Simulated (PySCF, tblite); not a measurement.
# C₆H₁₀BO radical: geometry, infrared bands and EPR parameters

Aim: predict the infrared bands and EPR parameters of C₆H₁₀BO radical (`BC#C[C](C)COC`).

Programs: tblite 0.8.0 and PySCF 2.14.0, with density-fitted response routines of our own. Each step states its level of theory. These are calculated values for one molecule in the gas phase, unless marked as measured. Atoms are numbered from 0 throughout.

**1. Starting geometry**

18 atoms, charge 0, multiplicity 2; geometry from: force field or distance geometry start.

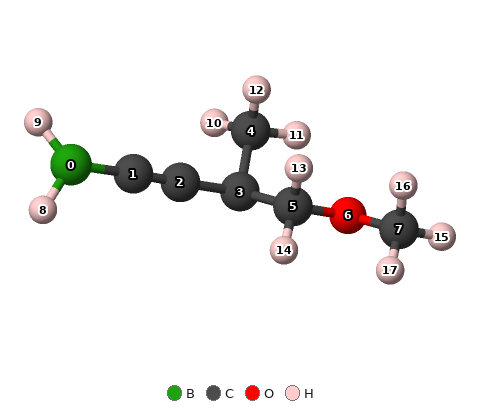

As it starts; boron green, carbon dark grey, oxygen red, hydrogen pink, atoms numbered.

**2. Geometry optimisation with GFN2-xTB**

What the job is given:

```
{"job": {"kind": "relax", "xc": "GFN2-xTB", "basis": "xTB"}, "charge": 0, "multiplicity": 2}
B      3.987700    -0.812000    -1.014600
C      2.598600    -0.361200    -0.488800
C      1.541400    -0.023300    -0.039900
C      0.212800     0.410900     0.481400
C      0.084500     1.857000     0.124600
C     -0.850500    -0.444000    -0.181800
O     -2.080400    -0.034500     0.325400
C     -3.111800    -0.777800    -0.244000
H      4.491900    -1.815200    -0.596300
H      4.755000     0.038200    -1.278300
H      0.795500     2.474400     0.686900
H     -0.931400     2.195600     0.453800
H      0.123800     2.035000    -0.965800
H     -0.813300    -0.354600    -1.277100
H     -0.728300    -1.517500     0.043900
H     -4.073500    -0.440500     0.181800
H     -3.035100    -0.536800    -1.344700
H     -2.975800    -1.887300    -0.142800
```

Run with:

```
$ OMP_NUM_THREADS=1 python probes_run.py task.json out
```

This one command runs all jobs of the session in turn.

What it wrote:

```text
step      E/eV     max force
  0    -627.78441    5.121
  1    -628.09053    6.164
  2    -628.53294    2.342
  3    -628.71007    2.291
  4    -628.79564    0.965
  5    -628.85156    0.649
  6    -628.89138    0.730
  7    -628.94496    0.935
  8    -628.98545    0.736
  9    -629.01781    0.490
 10    -629.04356    0.509
 11    -629.06830    0.549
 12    -629.09373    0.414
 13    -629.10825    0.222
 14    -629.11469    0.186
 15    -629.11993    0.200
 16    -629.12617    0.184
 17    -629.13285    0.205
 18    -629.13871    0.179
 19    -629.14357    0.135
 20    -629.14869    0.160
 21    -629.15460    0.186
 22    -629.16012    0.161
 23    -629.16471    0.186
 24    -629.16958    0.196
 25    -629.17523    0.179
 26    -629.18031    0.148
 27    -629.18385    0.116
 28    -629.18665    0.137
 29    -629.19008    0.138
 30    -629.19472    0.186
 31    -629.19930    0.166
 32    -629.20206    0.135
 33    -629.20376    0.121
 34    -629.20566    0.105
 35    -629.20787    0.165
 36    -629.21025    0.104
 37    -629.21199    0.110
 38    -629.21323    0.088
 39    -629.21415    0.070
 40    -629.21477    0.047
 41    -629.21528    0.063
 42    -629.21595    0.090
 43    -629.21691    0.078
 44    -629.21802    0.086
 45    -629.21906    0.069
 46    -629.22002    0.073
 47    -629.22107    0.100
 48    -629.22225    0.082
 49    -629.22325    0.085
 50    -629.22401    0.084
 51    -629.22472    0.072
 52    -629.22566    0.080
 53    -629.22670    0.110
 54    -629.22761    0.080
 55    -629.22828    0.061
 56    -629.22896    0.065
 57    -629.22978    0.074
 58    -629.23076    0.108
 59    -629.23165    0.086
 60    -629.23249    0.062
 61    -629.23332    0.073
 62    -629.23421    0.076
 63    -629.23504    0.084
 64    -629.23585    0.054
 65    -629.23659    0.066
 66    -629.23733    0.066
 67    -629.23808    0.069
 68    -629.23896    0.073
 69    -629.23998    0.089
 70    -629.24127    0.117
 71    -629.24237    0.083
 72    -629.24327    0.057
 73    -629.24376    0.044
 74    -629.24419    0.054
 75    -629.24453    0.059
 76    -629.24483    0.043
 77    -629.24512    0.039
 78    -629.24536    0.032
 79    -629.24551    0.028
 80    -629.24560    0.026
 81    -629.24569    0.023
 82    -629.24581    0.026
 83    -629.24593    0.026
 84    -629.24606    0.026
 85    -629.24615    0.022
 86    -629.24623    0.022
 87    -629.24633    0.027
 88    -629.24645    0.024
 89    -629.24659    0.033
 90    -629.24674    0.035
 91    -629.24691    0.037
 92    -629.24713    0.033
 93    -629.24738    0.039
 94    -629.24759    0.034
 95    -629.24774    0.023
 96    -629.24784    0.024
 97    -629.24793    0.023
 98    -629.24802    0.024
 99    -629.24811    0.028
100    -629.24819    0.026
101    -629.24830    0.025
102    -629.24846    0.037
103    -629.24870    0.040
104    -629.24897    0.038
105    -629.24928    0.044
106    -629.24966    0.048
107    -629.25008    0.064
108    -629.25016    0.089
109    -629.25050    0.108
110    -629.25067    0.057
111    -629.25076    0.024
112    -629.25082    0.017
113    -629.25086    0.018
114    -629.25089    0.011
115    -629.25091    0.007
```

It took 0.57 s on 1 thread of INTEL XEON PLATINUM 8581C at 2.30GHz, shared host.

The steps of the relaxation: (not every step is listed)

```csv
step,energy from step 0 (eV),largest force (eV/Å)
0,0.0000,5.1212
1,-0.3061,6.1643
2,-0.7485,2.3418
3,-0.9257,2.2911
4,-1.0112,0.9652
5,-1.0671,0.6485
6,-1.1070,0.7302
7,-1.1606,0.9355
8,-1.2010,0.7357
18,-1.3543,0.1789
28,-1.4022,0.1375
38,-1.4288,0.0881
48,-1.4378,0.0817
58,-1.4464,0.1082
68,-1.4546,0.0732
78,-1.4610,0.0322
88,-1.4620,0.0244
98,-1.4636,0.0237
108,-1.4658,0.0888
110,-1.4663,0.0571
111,-1.4664,0.0237
112,-1.4664,0.0173
113,-1.4665,0.0178
114,-1.4665,0.0112
115,-1.4665,0.0075
```

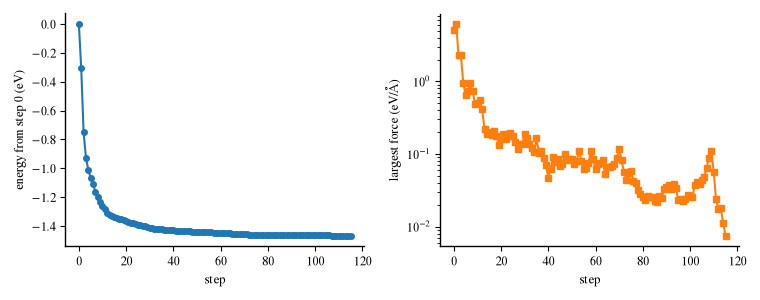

Energy and largest force along the relaxation.

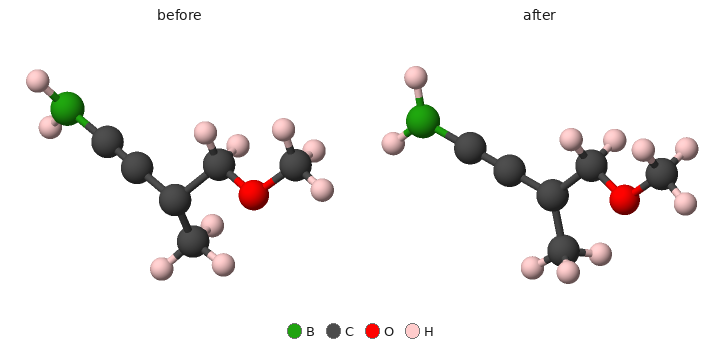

The geometry before (left) and after (right).

Distances of close pairs at the start and the end, largest changes first:

```csv
bond,before (Å),after (Å),change (Å)
C2–C3,1.492,1.354,-0.138
B0–C1,1.552,1.480,-0.072
C1–C2,1.197,1.235,+0.037
C7–H16,1.129,1.098,-0.032
C4–H11,1.120,1.091,-0.030
B0–H8,1.198,1.173,-0.025
C7–H17,1.122,1.097,-0.025
C3–C5,1.517,1.498,-0.019
```

The final coordinates are the input of the step that follows.

**3. Vibrational analysis with GFN2-xTB**

What the job is given:

```
{"job": {"kind": "ir", "xc": "GFN2-xTB", "basis": "xTB"}, "charge": 0, "multiplicity": 2}
B      4.127071    -0.840225    -0.639755
C      2.738782    -0.345291    -0.500208
C      1.581680     0.067822    -0.379511
C      0.310558     0.512530    -0.242159
C     -0.003959     1.914640     0.132810
C     -0.830371    -0.424054    -0.500008
O     -2.023515     0.077316     0.050899
C     -3.122581    -0.765454    -0.163837
H      4.314812    -1.967033    -0.906244
H      5.025736    -0.103868    -0.482926
H      0.904260     2.487663     0.298897
H     -0.619736     1.922004     1.033111
H     -0.596875     2.386095    -0.653095
H     -0.951182    -0.557377    -1.593934
H     -0.598824    -1.421705    -0.087931
H     -3.983521    -0.274075     0.284617
H     -3.306691    -0.917586    -1.235167
H     -2.974402    -1.745086     0.308025
```

What it wrote:

```text
mode    cm-1     km/mol
  1       9.5      5.47
  2      29.9      1.18
  3      74.9      1.91
  4      90.2      3.46
  5     108.9      0.79
  6     143.0      0.41
  7     189.2      2.20
  8     224.5      4.57
  9     236.1      0.25
 10     311.9      0.94
 11     346.9      1.03
 12     395.0      0.38
 13     441.6      1.06
 14     508.1      2.17
 15     738.1     19.91
 16     779.6    128.74
 17     824.8     10.04
 18     899.6      5.07
 19     944.1      5.64
 20    1001.8     12.76
 21    1005.1     22.64
 22    1050.2     19.29
 23    1118.3    139.30
 24    1136.1      2.19
 25    1164.1      4.92
 26    1182.1     46.89
 27    1198.7     20.45
 28    1241.2     35.11
 29    1319.3     28.38
 30    1380.5     15.76
 31    1410.3      1.78
 32    1426.9     90.15
 33    1440.1      5.71
 34    1457.1      7.07
 35    1470.1      6.40
 36    1484.3      2.00
 37    1491.7      5.06
 38    2133.6     22.80
 39    2601.2    262.25
 40    2627.0    151.18
 41    2749.6     49.63
 42    2831.9     36.36
 43    2893.3     58.28
 44    2917.4     62.22
 45    2972.6     12.43
 46    3000.9      8.61
 47    3032.1     21.25
 48    3052.1     21.00
```

It took 0.45 s on 1 thread of INTEL XEON PLATINUM 8581C at 2.30GHz, shared host.

The strongest bands and the atoms that carry them (share of the mass-weighted mode):

```csv
cm⁻¹,km/mol,atoms
780,128.7,"H8 35 %, H9 35 %, B0 27 %"
1118,139.3,"O6 51 %, C7 29 %, C5 12 %"
1427,90.2,"C3 26 %, H11 22 %, H12 16 %, C1 11 %"
2601,262.2,"H8 59 %, H9 37 %"
2627,151.2,"H9 56 %, H8 33 %, B0 11 %"
2750,49.6,H13 83 %
2893,58.3,"H16 51 %, H17 40 %"
2917,62.2,"H17 54 %, H16 43 %"
```

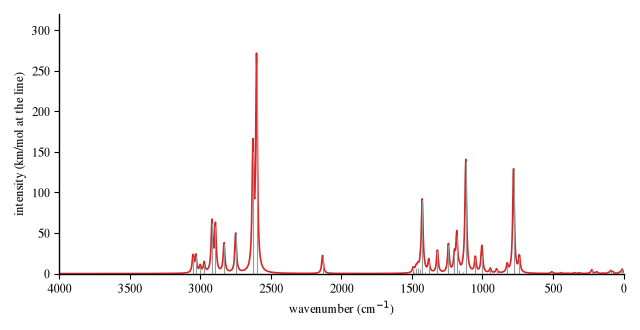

The infrared spectrum from these modes, unscaled. Lines are broadened to a width of 14 cm⁻¹ (Lorentzian).

**4. g tensor and hyperfine couplings: B3LYP/pcH-1**

The job, as its differences from that of step 3:

```diff
@@ -1,2 +1,2 @@
-{"job": {"kind": "ir", "xc": "GFN2-xTB", "basis": "xTB"}, "charge": 0, "multiplicity": 2}
+{"job": {"kind": "epr", "basis": "pcH-1"}, "charge": 0, "multiplicity": 2}
 B      4.127071    -0.840225    -0.639755
```

With the program's defaults for keys left out, this is: UKS B3LYP, pcH-1 on B C H O, non-relativistic, mean-field spin-orbit, GIAO.

What it wrote:

```text
UKS, coarse grid
  cycle   1  E = -334.54250292  |g| = 4.84e-01
  cycle   2  E = -334.37700754  |g| = 7.93e-01
  cycle   3  E = -334.63284429  |g| = 1.61e-01
  cycle   4  E = -334.64308006  |g| = 8.31e-02
  cycle   5  E = -334.64662060  |g| = 2.50e-02
  cycle   6  E = -334.64697522  |g| = 6.01e-03
  cycle   7  E = -334.64701787  |g| = 3.18e-03
  cycle   8  E = -334.64703154  |g| = 1.13e-03
  cycle   9  E = -334.64703296  |g| = 5.00e-04
UKS, final grid
  cycle   1  E = -334.64699606  |g| = 6.61e-04
  cycle   2  E = -334.64699584  |g| = 1.03e-03
  cycle   3  E = -334.64699636  |g| = 1.09e-04
  cycle   4  E = -334.64699637  |g| = 1.08e-04
  cycle   5  E = -334.64699638  |g| = 7.23e-05
  cycle   6  E = -334.64699639  |g| = 9.91e-06
E = -334.64699639 Eh   <S^2> = 0.7655 (exact 0.7500)
g shifts (ppm)      1          2          3
  rmc          -125       -125       -125
  gc             -3         25         24
  oz_so          16        347        669
  total        -112        247        568
hyperfine (MHz)  atom isotope    a_iso     a_fc   dipolar eigenvalues
    0   11B      -0.79      -0.79    -10.94     -7.41     18.35
    1   13C      13.74      13.74    -29.78    -23.11     52.89
    2   13C     -48.66     -48.66    -15.59     -0.96     16.55
    3   13C      54.51      54.51    -51.05    -50.80    101.85
    4   13C     -21.87     -21.87     -1.87      0.01      1.86
    5   13C     -24.40     -24.40     -1.52      0.26      1.26
    6   17O      -0.63      -0.63     -1.64      0.48      1.17
    7   13C      -1.08      -1.08     -0.27     -0.09      0.36
    8    1H      -8.80      -8.80     -5.81     -1.37      7.18
    9    1H      -8.83      -8.83     -5.84     -1.36      7.20
   10    1H       1.38       1.38     -2.56     -2.35      4.91
   11    1H      72.19      72.19     -3.52     -2.39      5.91
   12    1H      77.82      77.82     -3.49     -2.08      5.56
   13    1H      86.52      86.52     -3.61     -1.72      5.33
   14    1H      48.43      48.43     -3.05     -2.44      5.49
   15    1H      -0.07      -0.07     -0.60     -0.52      1.12
   16    1H      -0.24      -0.24     -0.90     -0.71      1.61
   17    1H      -0.13      -0.13     -0.77     -0.71      1.48
```

Wall time 62 s (1 thread of INTEL XEON PLATINUM 8581C at 2.30GHz, shared host); peak memory 0.97 GiB.

Principal g values 2.00221, 2.00257, 2.00289; g(iso) = 2.00255, against 2.00232 for a free electron.

Mean a(iso) over the nuclei that a row names, and the largest dipolar term of the row (other rows stand at the frozen geometry):

```csv
nuclei,isotope,a(iso) (MHz),"a(iso) (G, at g = 2.0023)",largest dipolar term (MHz)
"H13, H14",1H,67.5,24.1,5.5
C3,13C,54.5,19.5,101.8
"H10, H11, H12",1H,50.5,18.0,5.9
C2,13C,-48.7,-17.4,16.5
C5,13C,-24.4,-8.7,-1.5
C4,13C,-21.9,-7.8,-1.9
C1,13C,13.7,4.9,52.9
"H8, H9",1H,-8.8,-3.1,7.2
C7,13C,-1.1,-0.4,0.4
B0,11B,-0.8,-0.3,18.4
O6,17O,-0.6,-0.2,-1.6
"H15, H16, H17",1H,-0.1,-0.1,1.6
```

Mulliken spin populations:

B0 0.19; C1 0.40; C2 -0.18; C3 0.60; C4 -0.05; C5 -0.05; O6 0.00; C7 0.00; H8 -0.01; H9 -0.01; H10 0.00; H11 0.03; H12 0.03; H13 0.04; H14 0.02; H15 0.00; H16 0.00; H17 0.00

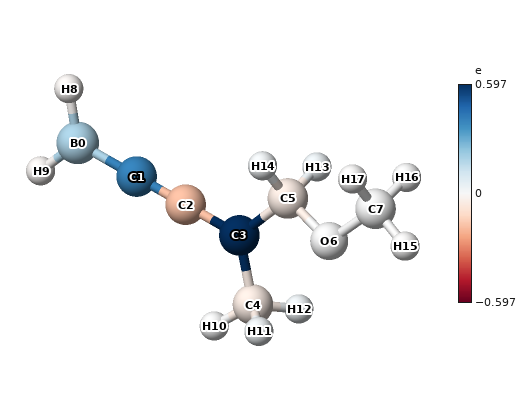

Mulliken spin populations, as colours on the atoms.

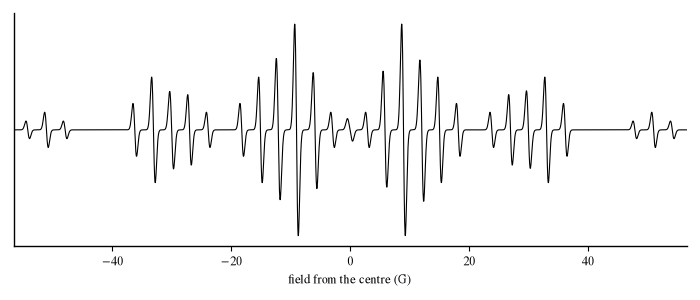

First-order isotropic spectrum (first derivative, main isotopes with spin only, couplings over 0.8 MHz, Gaussian width 0.3 G; couplings of the frozen geometry, rotation of groups not averaged beyond the rows shown).

The fields below are evaluated on a grid from the run's orbitals.

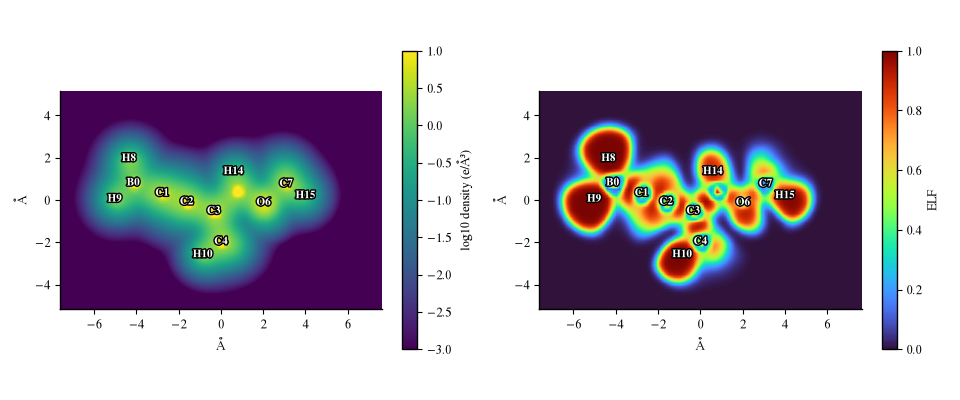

Density (left) and ELF (right) in a plane through or near 12 of the atoms.

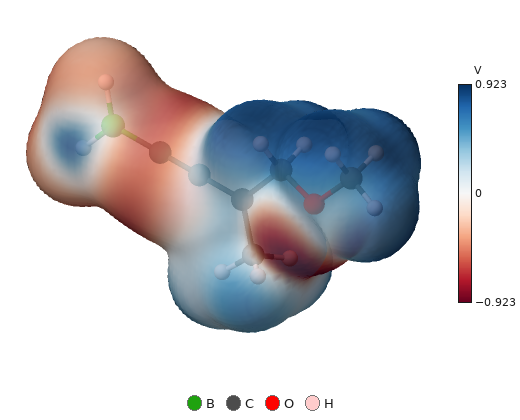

The potential that a unit positive charge feels on the 0.002 e/bohr³ surface, from -0.84 V near O6 to 0.92 V near H15.

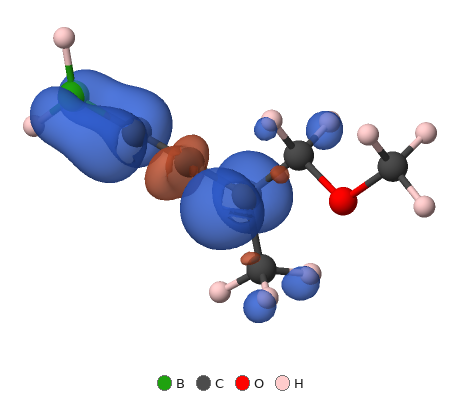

Spin density at ±0.03 e/Å³ (alpha excess blue, beta excess red).

**5. What came out**

```
                                                                  quantity                     value
                                 strongest single infrared mode (GFN2-xTB)     2601 cm⁻¹, 262 km/mol
                                              zero-point energy (GFN2-xTB)             87.3 kcal/mol
                                                            g(iso) (B3LYP)                   2.00255
                                                                      ⟨S²⟩        0.766 (exact 0.75)
                                        largest a(iso) (averaged by class)  1H on H13, H14, 67.5 MHz
potential on the surface of density 0.002 e/bohr³, 1st and 99th percentile        -0.84 V and 0.92 V
```

**Reading.** The optimisation took 115 steps and gained 1.466 eV; among the close pairs (by a distance rule), C2–C3 changed most, from 1.492 to 1.354 Å. No mode is imaginary among the 48: a minimum at this level. The strongest single mode, at 2601 cm⁻¹, moves mainly H8 and H9. GFN2-xTB is a fitted tight-binding method: band positions and strengths are rough. Its intensities can rank the bands wrongly. The largest share of the spin, 0.60 e, sits on C3. The isotropic g lies 0.2 ppt above the free-electron value. These values are for one conformer; the search (at its own cheap level) found 2 more, at 1.40, 1.46 kcal/mol, and measured spectra average over such forms.
